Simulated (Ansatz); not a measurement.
**Fields on a plane of BAs (zinc blende)**

```yaml
crystal:
  lattice:
    - [0.00000, 2.40468, 2.40468]
    - [2.40468, 0.00000, 2.40468]
    - [2.40468, 2.40468, 0.00000]
  atoms:
    - { symbol: As, position: [0.75000, 0.75000, 0.75000] }
    - { symbol: B, position: [0.00000, 0.00000, 0.00000] }
```

The slice is a {110} plane (indices of the conventional cell) through the point (0.000, 0.000, 0.000) (fractional), spanned by u = [100] and v = [1 -1 -1] in vectors of this cell: u (3.40 Å) and v (4.81 Å, at 90° to u). It covers one period; positions are fractions (u, v).

Atoms on it: As at (0.50, 0.25); B at (0.00, 0.00).

All values below come from PBE (plane waves to 420 eV, PAW, scalar-relativistic; Ansatz, a program for electronic structure). k mesh 12×12×12. Inside the PAW spheres the values are not all-electron values, and peaks at nuclei hang on which shells count as valence. BAs was relaxed with its symmetry unable to fall. The PAW data are Ansatz's earlier set.

```
|::--**##**++==--::::........::::--==++**##**--|
|++**##**++==--::................::--==++**##**|
|######**==--::......        ......::--==**####|
|####**==--::....                ....::--==**##|
|++++==--::::....                ....::::--==++|
|====----::....                    ....::----==|
|----::::....                        ....::::--|
|::::::....                            ....::::|
|........                                ......|
|....                                        ..|
|                                              |
|                                              |
|                                              |
|                    ........                  |
|                ................              |
|              ....::::::::::::....            |
|            ....::------------::....          |
|          ....::----========----::....        |
|        ....::--====++++++++====--::....      |
|      ....::::--================--::::....    |
|    ....::::--======--------======--::::....  |
|........::--======--::....::--======--::......|
|....::::--======--::..    ..::--======--::::..|
|::::::--==++++++--::        ::--++++++==--::::|
|------==++******==::..    ..::==******++==----|
|====++++**######++--::....::--++######**++++==|
|++****####%%%%%%**++--------++**%%%%%%####****|
|####%%%%%%%%%%%%##**++====++**##%%%%%%%%%%%%##|
|##%%@@@@@@@@%%%%##**++++++++**##%%%%@@@@@@@@%%|
|++**%%@@@@%%####**++++====++++**####%%@@@@%%**|
|::--##@@@@##**++++====----====++++**##@@@@##--|
|  ::++%%##**++==----::::::::----==++**##%%++::|
```
Scale: ten equal steps from 0.003 (start of ' ') to 0.227 (end of '@'), in the order ' .:-=+*#%@'. Values: density of the highest valence band (whole band, smooth part) in e/Å³. The map has 23 points along u (two characters each, u = 0 at the left) and 32 along v (v = 0 in the bottom row). 

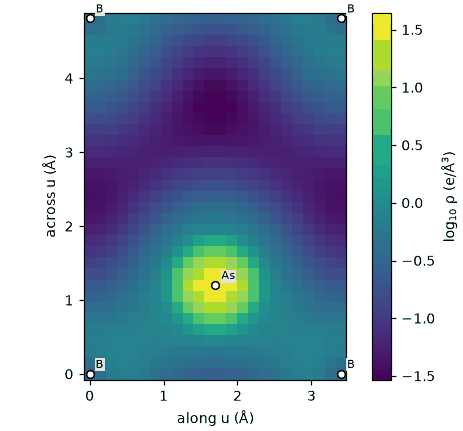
Figure: Log₁₀ of the valence density in e/Å³, one period of the plane, atoms marked. The scale is logarithmic, as a density can span decades between atoms and voids.

| Quantity | Result |
|---|---|
| Density on the As–B line (2.08 Å) at its density minimum, 1.2 Å from As | 0.73 e/Å³ |
| ELF at that point | 0.9 |
| ELF maximum in the middle third of the As–B line | 0.91, 1.2 Å from As |
| Character of the As–B contact (rough rule: ELF there above 0.7 covalent, below 0.2 ionic, polar between) | shared-electron (covalent) |
